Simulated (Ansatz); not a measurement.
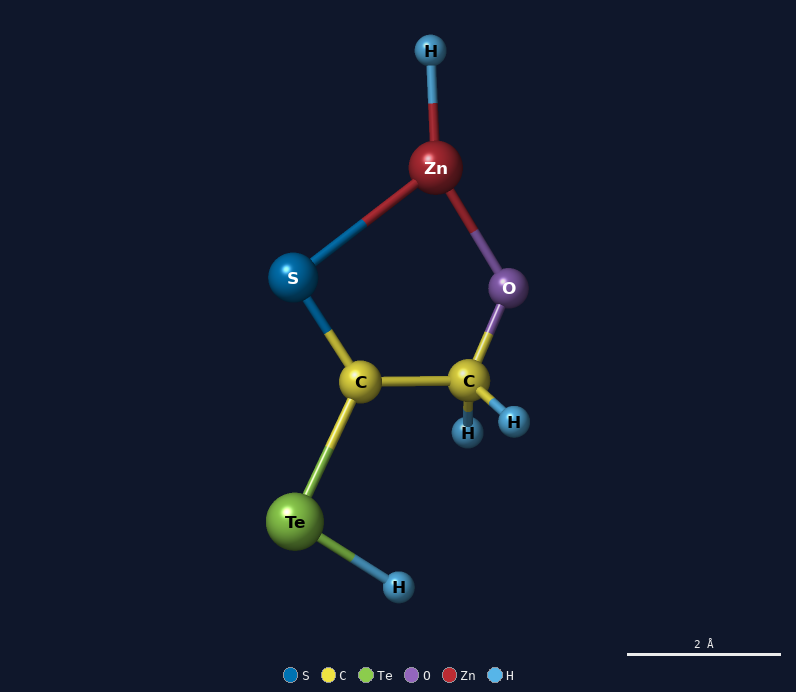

Rendered structure (ball-and-stick style). Every bond is drawn as one stick, whatever its order.

Computed geometry: PBE0-D4/def2-TZVP optimisation.

Count the atoms of each element.

C₂H₄OSTeZn, 10 atoms: 2 carbon, 4 hydrogen, 1 oxygen, 1 sulfur, 1 tellurium and 1 zinc.

What is the point group of this geometry?

Cs.

How many sets of symmetry-equivalent atoms are there?

9: 1 S, 1 C, 1 Te, 1 C, 1 O, 1 Zn, 1 H, 2 H, 1 H.

Count the bonded pairs by element.

2 C–H, 1 C–S, 1 C–Te, 1 C–O, 1 O–Zn, 1 Te–H, 1 S–Zn, 1 Zn–H, 1 C–C. Sticks follow a distance rule.

More results for the same structure follow; atom numbers are the same in all pictures, views and colours differ.

## Geometry

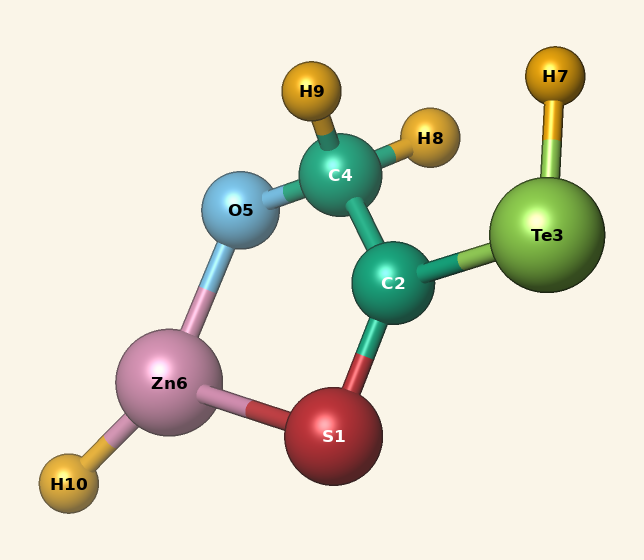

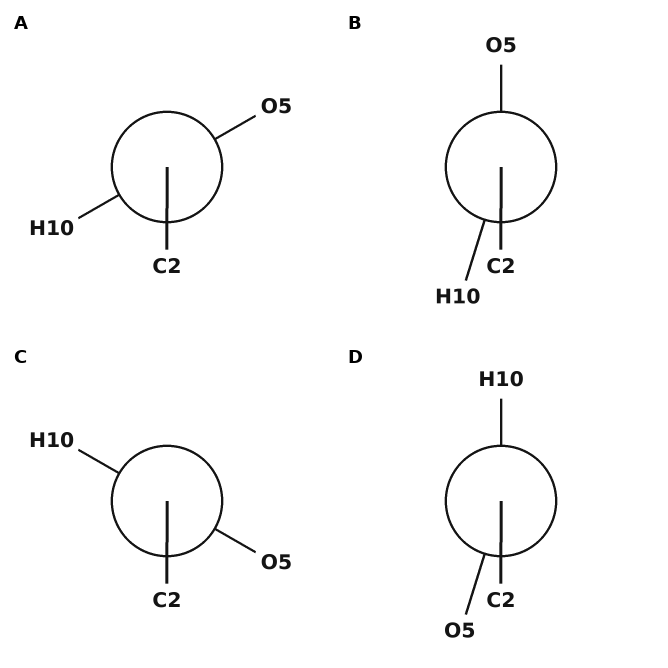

Distant atoms are faded towards the background colour. Bonds that would overlap in a projection are set slightly apart.

Which Newman projection shows the view along S1–Zn6, with S1 in front?

D. The torsion angle C2–S1–Zn6–O5 is 0°, synperiplanar (eclipsed).

## Levels of theory compared

Program: Ansatz 0.2.0.

At this fixed geometry, give dipole (D), vertical IP (eV), HOMO energy (eV) at these levels: B3LYP-D4/def2-TZVPP; PBE-D4/def2-TZVPP; r2SCAN-D4/def2-TZVPP; ωB97M-V/def2-TZVPP.

```tsv
level	dipole (D)	vertical IP (eV)	HOMO energy (eV)
B3LYP-D4/def2-TZVPP	4.22	8.77	−6.82
PBE-D4/def2-TZVPP	4.02	8.41	−5.85
r2SCAN-D4/def2-TZVPP	4.12	8.57	−6.12
ωB97M-V/def2-TZVPP	4.21	9.03	−9.12
```

## Charges

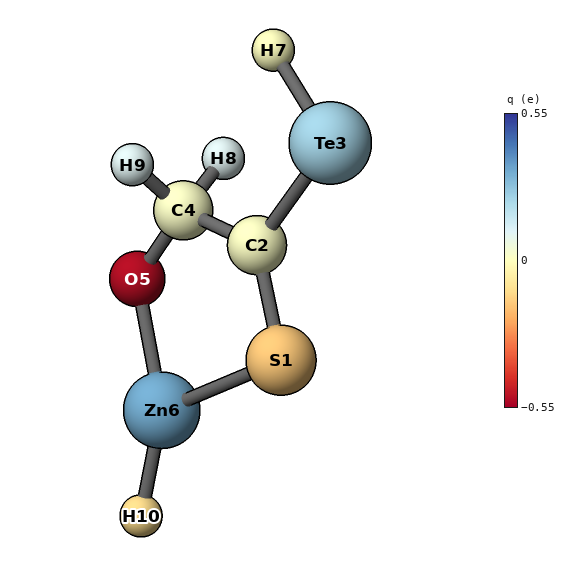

Atoms are coloured by their Mulliken charges. Method: RKS ωB97M-V/def2-TZVPP, core potentials on Te (Ansatz 0.2.0).

Give the Mulliken charges atom by atom.

```
atom  value (e)
  S1      −0.16
  C2       0.01
 Te3       0.23
  C4       0.02
  O5      −0.51
 Zn6       0.32
  H7       0.00
  H8       0.10
  H9       0.10
 H10      −0.11
```

## Thermal motion

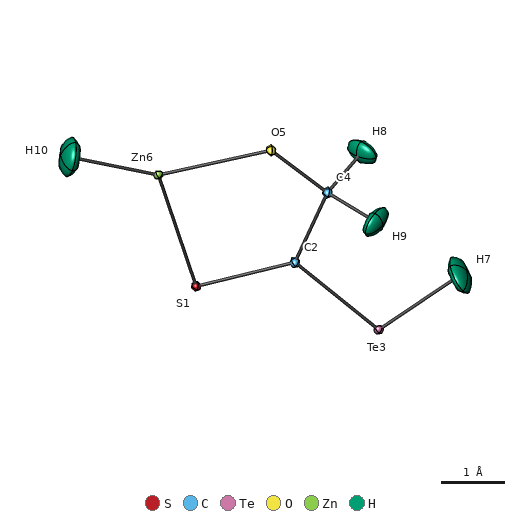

Displacement ellipsoids at the 50 % level, from the internal vibrations of the free molecule (harmonic, no overall translation or rotation; no half-axis is drawn under 0.075 Å). Vibrations computed with RKS PBE0-D4/def2-TZVP, core potentials on Te (Ansatz 0.2.0). Temperature: 0 K (zero-point motion alone).

List U_eq and the three principal root-mean-square amplitudes for each kind of atom.

| atom | U_eq (Å²) | rms amplitudes (Å) |
| --- | --- | --- |
| S1 | 0.0022 | 0.041, 0.042, 0.057 |
| C2 | 0.0029 | 0.041, 0.051, 0.067 |
| Te3 | 0.00021 | 0.010, 0.012, 0.019 |
| C4 | 0.0030 | 0.042, 0.051, 0.068 |
| O5 | 0.0029 | 0.040, 0.047, 0.071 |
| Zn6 | 0.00083 | 0.018, 0.031, 0.035 |
| H7 | 0.0331 | 0.089, 0.167, 0.252 |
| H8, H9 | 0.0203 | 0.089, 0.129, 0.191 |
| H10 | 0.0322 | 0.097, 0.197, 0.220 |

Mulliken values depend strongly on the basis set and can even reverse the polarity of a bond.
